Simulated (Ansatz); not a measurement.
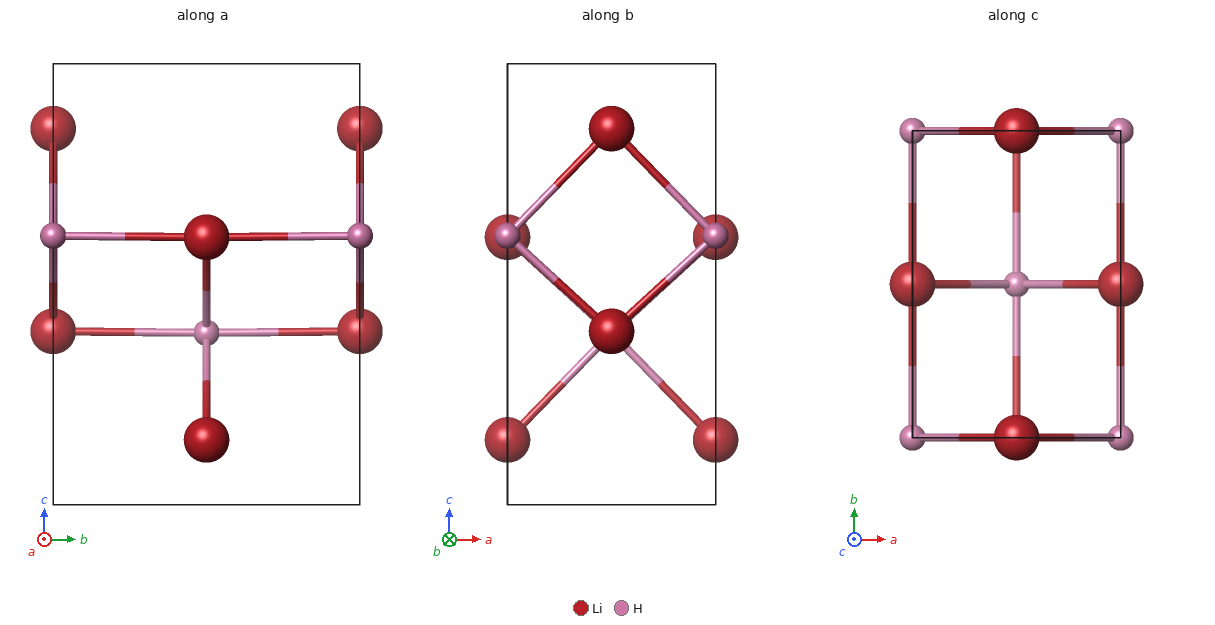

Ball-and-stick drawing of the structure, looking along the a axis, along the b axis and along the c axis. Lines trace the edges of the conventional unit cell.

Lattice parameters: a = 2.8283 Å, b = 4.1691 Å, c = 5.9916 Å, α = 90.000°, β = 90.000°, γ = 90.000°.

**Give the structure in the form of a CIF in P1 with every atom of the cell, with free fractional coordinates to two decimals.**

```cif
data_structure
_symmetry_space_group_name_H-M 'P 1'
_symmetry_Int_Tables_number 1
_cell_length_a 2.8283
_cell_length_b 4.1691
_cell_length_c 5.9916
_cell_angle_alpha 90.000
_cell_angle_beta 90.000
_cell_angle_gamma 90.000
_cell_volume 70.65
loop_
_atom_site_label
_atom_site_type_symbol
_atom_site_fract_x
_atom_site_fract_y
_atom_site_fract_z
_atom_site_occupancy
Li1 Li 0.50 0.00 0.39 1
Li2 Li 0.00 0.50 0.15 1
Li3 Li 0.50 0.00 0.85 1
Li4 Li 0.00 0.50 0.61 1
H1 H 0.50 0.50 0.39 1
H2 H 0.00 0.00 0.61 1
```

Provenance: a structure type filled with these elements by a generator (whether the compound takes this form wasn't checked). What is shown is the relaxed result from Ansatz 0.2.0, DFT PBE, scalar-relativistic, plane waves, PAW.
